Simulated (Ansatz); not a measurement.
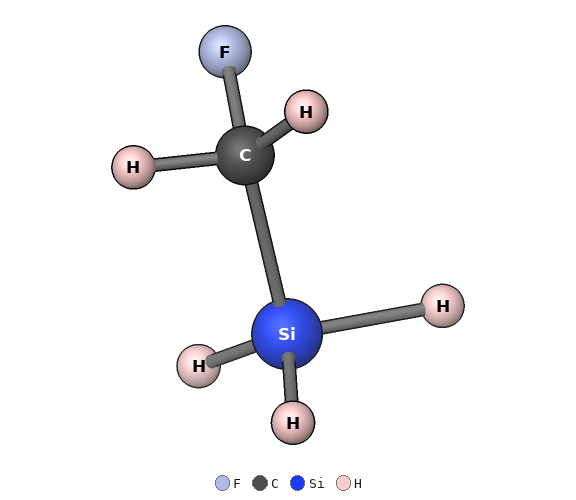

The structure as it stands in the input.

Input file:

```yaml
crystal:
  periodic: [false, false, false]
  atoms:
    - {symbol: F, position_ang: [-0.710404, -0.305650, -1.666955]}
    - {symbol: C, position_ang: [-0.356070, 0.583979, -0.729688]}
    - {symbol: Si, position_ang: [0.484174, -0.294998, 0.770406]}
    - {symbol: H, position_ang: [-1.356418, 0.712733, -0.365311]}
    - {symbol: H, position_ang: [0.057875, 1.361669, -1.236693]}
    - {symbol: H, position_ang: [0.675742, 0.645811, 1.603128]}
    - {symbol: H, position_ang: [1.871492, -0.740093, 0.146294]}
    - {symbol: H, position_ang: [-0.177255, -1.479580, 1.214552]}
basis:
  gaussian: {orbitals: def2-SVP}
hamiltonian: {xc: pbe, dispersion: d4}
relax: {f_tol: 0.01, max_steps: 30, max_displacement: 0.05}
```

Command:

```sh
ansatz run in.yaml --threads 2 --pin off --events-out ev --progress --plain --max-ram 3481MiB
```

Result (its end):

```
792 factors; their error is unknown
mean field -11698.51062912 eV, -429.9123360850 hartree, gradient 1.0e-5 eV, S^2 0.000000; 1 other end points of the search recorded, 0 dependent functions left out
the calculation of the forces begins
reference -11698.51065770 eV, -429.9123371351 hartree; 17, 17 occupied and 54, 54 virtual orbitals, 792 factors
Total energy: -11698.61919323 eV, -429.9163257423 hartree
Atom 0 at    -0.657062    -0.428879    -1.767551 Å, force     0.000898     0.000615     0.001518 eV/Å
Atom 1 at    -0.459795     0.500811    -0.747186 Å, force    -0.003491     0.003415    -0.003196 eV/Å
Atom 2 at     0.547833    -0.302842     0.667013 Å, force     0.000562     0.000078     0.001028 eV/Å
Atom 3 at    -1.448747     0.856411    -0.375372 Å, force     0.001063    -0.001732     0.000483 eV/Å
Atom 4 at     0.072968     1.390542    -1.156158 Å, force     0.000874    -0.001852     0.000541 eV/Å
Atom 5 at     0.753366     0.710459     1.762515 Å, force     0.000085    -0.002229    -0.001320 eV/Å
Atom 6 at     1.880889    -0.755498     0.142710 Å, force    -0.001075     0.000318     0.001011 eV/Å
Atom 7 at    -0.200316    -1.487133     1.209762 Å, force     0.001083     0.001387    -0.000065 eV/Å
Dipole moment:     0.003650     0.241048     0.172036 e Å
```

The calculation finished and met its thresholds.
